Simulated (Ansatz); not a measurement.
# Zn: energy over two strains, part 2 of 2

How does the energy of Zn (Im-3m, No. 229; 1 atom in the cell) change over two coordinates at once? A grid of runs gives the map.

Ansatz 0.2.0; DFT LDA, scalar-relativistic, plane waves, PAW.

### Step 8. Grid point (−4.00 %, −2.67 %)

input.yaml reads:

```yaml
crystal:
  lattice:
    - [-1.4454131396, 1.5056386871, 1.4654381342]
    - [1.4454131396, -1.5056386871, 1.4654381342]
    - [1.4454131396, 1.5056386871, -1.4654381342]
  atoms:
    - { symbol: Zn, position: [0.0, 0.0, 0.0] }
basis:
  ecutwfc: 520.0
kpoints:
  mp_grid: { grid: [20, 20, 20] }
hamiltonian:
  xc: lda
  pseudopotentials: { kind: paw }
scf:
  occupations: { method: gaussian, width: 0.15 }
output:
  forces: true
  stress: true
  eigenvalues: true
```

The run is started by

```console
$ ansatz run input.yaml --threads 1 --pin off --max-ram 2048MiB --backend cpu --events-out ev --progress --plain --runs-dir out
```

The log of the run:

```text
[... 28 lines left out ...]
SCF 1 converged in 6 iterations: F = -3246.140173 eV  dr2 = 2.53e-10
SCF converged after 6 iterations
Free energy (F): -3246.140173 eV
Harris-Foulkes:  -3246.140173 eV  (|F-HF|=1.09e-11)
Internal energy: -3246.137177 eV  (E = F + TS)
E sigma→0 (E₀):  -3246.138675 eV
Entropy (-TS):   -0.002996 eV (-2.996 meV/atom)
Fermi energy:    13.811692 eV
--- Per-component energies (eV) ---
  E_band       = 72.253750
  E_kinetic    = 133.387226
  E_local      = -1418.467371  (includes V_loc(G=0)·N_el)
  E_nonlocal   = 612.884998
  E_hartree    = 595.896629
  E_xc         = -137.423137
  E_vxc        = -55.871096  (∫ρ·V_xc dr)
  E_paw        = -1752.346107  (= ΣΔE_a)
  E_vpaw       = -391.473721  (= ΣTr[D̂ρ^β])
  E_aug_tail   = 0.000015  (compensation charges beyond the density's cutoff)
  E_ewald      = -1281.626571
  E_core_change = 1.557141  (= ΣΔE_core)
  E_smearing   = -0.002996  (= −TS)
  E_closure    = -0.000000  (closes the sum)
  Σ components = -3246.140173   (vs F -3246.140173, Δ=0.00e0)
--- Forces (eV/Å), atoms counted from 1 ---
  atom   1  Zn    -0.00000000     0.00000000     0.00000000
  max |Σ_I F_I| component: 2.59e-31 eV/Å
--- Stress (GPa, compression-positive) ---
        6.763829      -0.000000      -0.000000
       -0.000000       9.262356       0.000000
       -0.000000       0.000000       7.466933
  P = ⅓ Tr σ = 7.8310 GPa (78.310 kbar)
--- Band table (eV; the first three rows and the last of 1166) ---
  k-point 0: bands = ["1.6262", "5.1729", "5.2102", "5.2761", "5.8781", "5.9608", "35.0305", "35.1221", "35.5080", "35.6355"]
  k-point 1: bands = ["1.7163", "5.1786", "5.2120", "5.2854", "5.8733", "5.9555", "33.5937", "34.4355", "34.5522", "35.6544"]
  k-point 2: bands = ["1.9833", "5.1693", "5.2174", "5.3390", "5.8579", "5.9452", "30.7888", "33.1785", "33.4327", "34.5773"]
  k-point 1165: bands = ["4.3837", "4.3998", "6.2675", "6.2847", "6.2935", "17.3051", "18.2251", "18.7152", "22.3200", "23.2354"]
```

Wall time 19 s (1 thread of Arm Neoverse N1, shared host); peak memory 0.48 GiB.

Energy on the map's scale: 18.7 meV/atom.

### Step 9. Grid point (−4.00 %, 0.00 %)

input.yaml, as its differences from that of step 8:

```diff
@@ -2,5 +2,5 @@
   lattice:
-    - [-1.4454131396, 1.5056386871, 1.4654381342]
-    - [1.4454131396, -1.5056386871, 1.4654381342]
-    - [1.4454131396, 1.5056386871, -1.4654381342]
+    - [-1.4454131396, 1.5056386871, 1.5056386871]
+    - [1.4454131396, -1.5056386871, 1.5056386871]
+    - [1.4454131396, 1.5056386871, -1.5056386871]
   atoms:
```

The run is started by

```console
$ ansatz run input.yaml --threads 1 --pin off --max-ram 2048MiB --backend cpu --events-out ev --progress --plain --runs-dir out
```

The log of the run, cut to the lines that bear on the results:

```text
Warning: RAYON_NUM_THREADS=1 ignored (pool sized by the plan → 1); use --threads N
[...]
Pseudopotentials: kind: paw
Pseudopotential: Zn, paw, valence charge 12, recommended cutoff 420 eV (normal), Zn.paw.azcp
Functional definition: SPW92
[...]
Crystal: 1 atoms, lattice volume = 13.107 Å³
Basis set: ecut = 520 eV, 353 PW (Γ)
Bands: 10, of which v1, the nominal top of the filled ones, is band 6 counted from 1 (5 counted from 0)
Symmetry: 16 space group operations
Space group: I4/mmm (ITA 139), of the structure as read, at distance tolerance 2.4e-5 Å
k-points: 641 of 8000
[...]
SCF iter   1: F=—  HF=-3246.154147 eV  |F-HF|=—  |Δ(HF+E_count)|=         —  Δρ=5.08e-3  dr2=1.13e-3  ethr=1.77e-3  ⟨swp⟩=4.6  Hψ=42278  notcnv=0
[...]
SCF iter   6: F=-3246.153964 eV  HF=-3246.153964 eV  |F-HF|=2.81e-10  |Δ(HF+E_count)|=   6.54e-9  Δρ=4.87e-6  dr2=1.04e-9  ethr=8.33e-10  ⟨swp⟩=5.2  Hψ=28937  notcnv=0
[...]
SCF converged after 6 iterations
Free energy (F): -3246.153964 eV
[...]
E sigma→0 (E₀):  -3246.152475 eV
Entropy (-TS):   -0.002979 eV (-2.979 meV/atom)
Fermi energy:    13.276103 eV
[...]
--- Forces (eV/Å), atoms counted from 1 ---
  atom   1  Zn    -0.00000000     0.00000000    -0.00000000
[...]
--- Stress (GPa, compression-positive) ---
        2.881944      -0.000000       0.000000
       -0.000000       5.207246       0.000000
        0.000000       0.000000       5.207246
  P = ⅓ Tr σ = 4.4321 GPa (44.321 kbar)
--- Band table (eV; the first three rows and the last of 641) ---
  k-point 0: bands = ["1.3956", "4.7699", "4.8729", "4.8729", "5.4568", "5.5520", "33.9259", "33.9259", "35.2592", "35.2771"]
[...]
```

Run time: 10 s. Hardware: 1 thread of Arm Neoverse N1, shared host; peak memory 0.39 GiB.

Energy on the map's scale: 4.9 meV/atom.

### Step 10. Grid point (0.00 %, 1.33 %)

input.yaml, as its differences from that of step 9:

```diff
@@ -2,5 +2,5 @@
   lattice:
-    - [-1.4454131396, 1.5056386871, 1.5056386871]
-    - [1.4454131396, -1.5056386871, 1.5056386871]
-    - [1.4454131396, 1.5056386871, -1.5056386871]
+    - [-1.5056386871, 1.5056386871, 1.5256636816]
+    - [1.5056386871, -1.5056386871, 1.5256636816]
+    - [1.5056386871, 1.5056386871, -1.5256636816]
   atoms:
```

The run is started by

```console
$ ansatz run input.yaml --threads 1 --pin off --max-ram 2048MiB --backend cpu --events-out ev --progress --plain --runs-dir out
```

The log of the run, cut to the lines that bear on the results:

```text
Warning: RAYON_NUM_THREADS=1 ignored (pool sized by the plan → 1); use --threads N
[...]
Pseudopotentials: kind: paw
Pseudopotential: Zn, paw, valence charge 12, recommended cutoff 420 eV (normal), Zn.paw.azcp
Functional definition: SPW92
[...]
Crystal: 1 atoms, lattice volume = 13.834 Å³
Basis set: ecut = 520 eV, 369 PW (Γ)
Bands: 10, of which v1, the nominal top of the filled ones, is band 6 counted from 1 (5 counted from 0)
Symmetry: 16 space group operations
Space group: I4/mmm (ITA 139), of the structure as read, at distance tolerance 2.4e-5 Å
k-points: 641 of 8000
[...]
SCF iter   1: F=—  HF=-3246.158713 eV  |F-HF|=—  |Δ(HF+E_count)|=         —  Δρ=4.60e-3  dr2=1.03e-3  ethr=1.77e-3  ⟨swp⟩=4.8  Hψ=42749  notcnv=0
[...]
SCF iter   6: F=-3246.158517 eV  HF=-3246.158517 eV  |F-HF|=1.08e-9  |Δ(HF+E_count)|=   2.48e-8  Δρ=8.34e-6  dr2=3.34e-9  ethr=8.33e-10  ⟨swp⟩=5.8  Hψ=32904  notcnv=0
[...]
SCF converged after 6 iterations
Free energy (F): -3246.158517 eV
[...]
E sigma→0 (E₀):  -3246.156990 eV
Entropy (-TS):   -0.003053 eV (-3.053 meV/atom)
Fermi energy:    12.318284 eV
[...]
--- Forces (eV/Å), atoms counted from 1 ---
  atom   1  Zn    -0.00000000     0.00000000     0.00000000
[...]
--- Stress (GPa, compression-positive) ---
       -1.425310      -0.000000      -0.000000
       -0.000000      -1.425310       0.000000
        0.000000      -0.000000      -0.597735
  P = ⅓ Tr σ = -1.1495 GPa (-11.495 kbar)
--- Band table (eV; the first three rows and the last of 641) ---
  k-point 0: bands = ["0.9578", "4.0900", "4.0900", "4.1188", "4.6998", "4.7262", "32.6751", "32.8399", "32.8399", "33.4320"]
[...]
```

It took 12 s on 1 thread of Arm Neoverse N1, shared host; peak memory 0.39 GiB.

On the map this point reads 0.31 meV/atom.

### Step 11. Grid point (−1.33 %, 0.00 %)

input.yaml, as its differences from that of step 10:

```diff
@@ -2,5 +2,5 @@
   lattice:
-    - [-1.5056386871, 1.5056386871, 1.5256636816]
-    - [1.5056386871, -1.5056386871, 1.5256636816]
-    - [1.5056386871, 1.5056386871, -1.5256636816]
+    - [-1.4856136926, 1.5056386871, 1.5056386871]
+    - [1.4856136926, -1.5056386871, 1.5056386871]
+    - [1.4856136926, 1.5056386871, -1.5056386871]
   atoms:
```

The run is started by

```console
$ ansatz run input.yaml --threads 1 --pin off --max-ram 2048MiB --backend cpu --events-out ev --progress --plain --runs-dir out
```

The log of the run, cut to the lines that bear on the results:

```text
[...]
SCF converged after 6 iterations
Free energy (F): -3246.158312 eV
[...]
E sigma→0 (E₀):  -3246.156909 eV
Entropy (-TS):   -0.002806 eV (-2.806 meV/atom)
Fermi energy:    12.793861 eV
[...]
--- Forces (eV/Å), atoms counted from 1 ---
  atom   1  Zn     0.00000000     0.00000000     0.00000000
[...]
--- Stress (GPa, compression-positive) ---
        0.887971      -0.000000       0.000000
       -0.000000       1.643198       0.000000
        0.000000       0.000000       1.643198
  P = ⅓ Tr σ = 1.3915 GPa (13.915 kbar)
--- Band table (eV; the first three rows and the last of 641) ---
  k-point 0: bands = ["1.1697", "4.4369", "4.4684", "4.4684", "5.0860", "5.1148", "33.5934", "33.5934", "33.9049", "34.2541"]
[...]
```

Run time: 11 s. Hardware: 1 thread of Arm Neoverse N1, shared host; peak memory 0.39 GiB.

On the map this point reads 0.5 meV/atom.

### Step 12. Energy over the grid

28 points were computed, 21 more follow by symmetry. Energies in meV/atom, from the relaxed crystal:

| normal strain along z (%) ↓, normal strain along x (%) → | −4.00 | −2.67 | −1.33 | 0.00 | 1.33 | 2.67 | 4.00 |
| --- | --- | --- | --- | --- | --- | --- | --- |
| 4.00 | −7.8 | −4.5 | −0.8 | 3.4 | 8.4 | 14.2 | 20.3 |
| 2.67 | −4.5 | −3.1 | −1.2 | 1.4 | 5.0 | 9.4 | 14.2 |
| 1.33 | −0.3 | −1.0 | −0.8 | 0.3 | 2.3 | 5.0 | 8.4 |
| 0.00 | 4.9 | 2.1 | 0.5 | 0.0 | 0.3 | 1.4 | 3.4 |
| −1.33 | 11.1 | 6.3 | 2.9 | 0.5 | −0.8 | −1.2 | −0.8 |
| −2.67 | 18.7 | 11.9 | 6.3 | 2.1 | −1.0 | −3.1 | −4.5 |
| −4.00 | 27.5 | 18.7 | 11.1 | 4.9 | −0.3 | −4.5 | −7.8 |

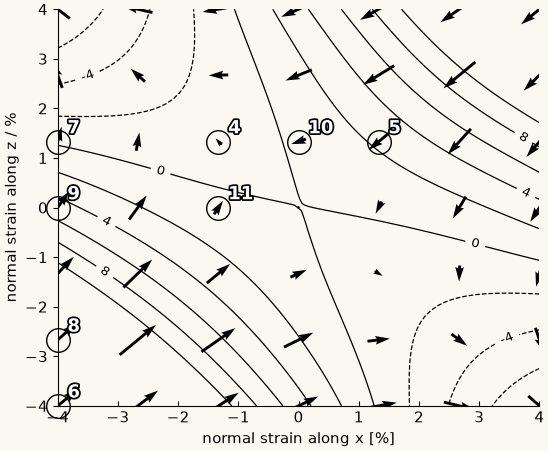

The map; numbers mark the steps of this session that print a point's run. In the figure: contour lines labelled in meV/atom, arrows along the force (downhill), longer where it is stronger. Between grid points the surface is interpolated.

Geometry at the lowest point:

```xyz
1
Lattice="-1.445 1.506 1.566 1.445 -1.506 1.566 1.445 1.506 -1.566" Properties=species:S:1:pos:R:3 pbc="T T T"
Zn    0.000    0.000    0.000
```

On the same grid, pressure (GPa):

```
normal strain along z (%) ↓, normal strain along x (%) →  −4.00  −2.67  −1.33  0.00  1.33  2.67  4.00
                                                    4.00    0.1   −1.1   −2.3  −3.3  −4.3  −5.2  −6.0
                                                    2.67    1.5    0.1   −1.1  −2.3  −3.3  −4.3  −5.2
                                                    1.33    2.9    1.4    0.1  −1.1  −2.3  −3.3  −4.3
                                                    0.00    4.4    2.8    1.4   0.1  −1.1  −2.3  −3.3
                                                   −1.33    6.1    4.4    2.8   1.4   0.1  −1.1  −2.3
                                                   −2.67    7.8    6.1    4.4   2.8   1.4   0.1  −1.1
                                                   −4.00    9.7    7.8    6.1   4.4   2.9   1.5   0.1
```

### Step 13. Summary of results

This closing draws on all 2 parts.

| quantity | value |
| --- | --- |
| lowest point | (−4.00 %, 4.00 %), −7.8 meV/atom |
| highest computed point | (−4.00 %, −4.00 %), 35.3 meV/atom above the lowest |
| pressure (GPa) | −6.0 at (4.00 %, 4.00 %) to 9.7 at (−4.00 %, −4.00 %); 0.1 at the lowest point |
| time for all points | 8.2 min on 1 thread, shared host |

**Reading.** The lowest computed point is at (−4.00 %, 4.00 %), −7.8 meV/atom from the relaxed crystal. It lies at the edge of the scanned range, so the true minimum may lie outside. The highest computed point, (−4.00 %, −4.00 %), lies 35.3 meV/atom above the lowest. The cell at the lowest point has space group Immm.
